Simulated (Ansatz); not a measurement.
**HF/STO-3G run of C2F2 (SMILES FC#CF)**

Aim: the electronic atomisation energy of C2F2 at HF/STO-3G, from 3 runs. 

The results are computed with Ansatz 0.2.0.

25 further runs of the same task are left out: 1 that didn't finish, 24 set aside as unsound or not needed.

### 1 The structure to begin with

C2F2 has 4 atoms, charge 0, and is taken as a singlet. SMILES: `FC#CF`. The shape is that of a PBE0-D4/def2-TZVP optimisation.

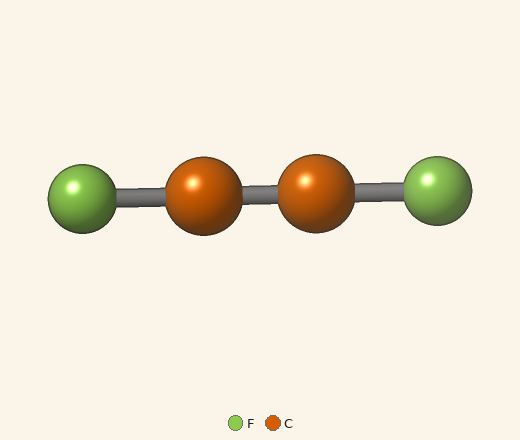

The structure, seen from a chosen angle (fluorine green, carbon orange).

### 2 A single-point energy at HF/STO-3G

File input.yaml:

```yaml
crystal:
  periodic: [false, false, false]
  atoms:
    - {symbol: F, position_ang: [-0.136400, 0.128000, 1.852800]}
    - {symbol: C, position_ang: [-0.033700, 0.030200, 0.583200]}
    - {symbol: C, position_ang: [0.061400, -0.060400, -0.593400]}
    - {symbol: F, position_ang: [0.164100, -0.158200, -1.863000]}
basis:
  gaussian: {orbitals: STO-3G}
hamiltonian: {xc: hf}
accuracy: high
output: {orbitals: {seedname: orbitals}}
```

On the command line:

```
$ ansatz run input.yaml --threads 1 --pin off --max-ram 3480MiB --events-out events.jsonl --progress --plain --runs-dir runs
```

The program printed:

```text
Warning: RAYON_NUM_THREADS=1 ignored (pool sized by the plan → 1); use --threads N
Functional definition: HF
  name "HF"
  exchange = exact_x
  correlation = 0
354 factors; integrals over basis functions are off by at most 5.0e-8 eV
mean field evaluation 1: about -7366.1245 eV, gradient 1.9e1 eV
mean field evaluation 2: about -7366.2353 eV, gradient 1.9e1 eV
mean field evaluation 4: about -7367.3525 eV, gradient 1.4e0 eV
mean field evaluation 8: about -7367.3607 eV, gradient 1.6e-6 eV
mean field -7367.36069702 eV, -270.7455118392 hartree, gradient 7.6e-8 eV, S^2 0.000000; 0 other end points of the search recorded, 0 dependent functions left out
reference -7367.36069702 eV, -270.7455118392 hartree; 15, 15 occupied and 5, 5 virtual orbitals, 354 factors
Total energy: -7367.36069702 eV, -270.7455118392 hartree
```

It took 0.08 s on 1 thread of Arm Neoverse V2, shared host.

### 3 The C atom

File molecule.yaml:

```yaml
crystal:
  periodic: [false, false, false]
  atoms:
    - {symbol: C, position_ang: [0.000000, 0.000000, 0.000000]}
basis:
  gaussian: {orbitals: STO-3G}
accuracy: high
hamiltonian: {xc: hf}
magnetization: {spin_polarized: true, initial_magnetization: 2}
```

Run the same way, it converges to -37.19839 Eh (log not shown).

### 4 The F atom at the same level

File run.yaml:

```yaml
crystal:
  periodic: [false, false, false]
  atoms:
    - {symbol: F, position_ang: [0.000000, 0.000000, 0.000000]}
basis:
  gaussian:
    orbitals: STO-3G
magnetization:
  spin_polarized: true
  initial_magnetization: 1
hamiltonian:
  xc: hf
accuracy: high
```

Run the same way, it converges to -97.98651 Eh (log not shown).

### 5 What came out

Level: HF/STO-3G.

| quantity | value |
| --- | --- |
| molecule: total energy | -270.74551 Eh |
| molecule: HOMO energy | -8.61 eV |
| molecule: LUMO energy | 11.19 eV |
| molecule: HOMO–LUMO gap | 19.80 eV |
| C atom: total energy | -37.19839 Eh |
| C atom: ⟨S²⟩ | 2.000 |
| F atom: total energy | -97.98651 Eh |
| F atom: ⟨S²⟩ | 0.750 |
| electronic atomisation energy | 10.224 eV |

**Reading.** Taking the molecule apart into free atoms costs 10.22 eV (236 kcal/mol), before zero-point energy and without spin-orbit coupling. Hartree–Fock lacks the correlation of the bonding pairs, which as a rule makes this value much too low; in minimal bases other errors can mask that. In a minimal basis such a difference can be off by several eV, whatever the method.
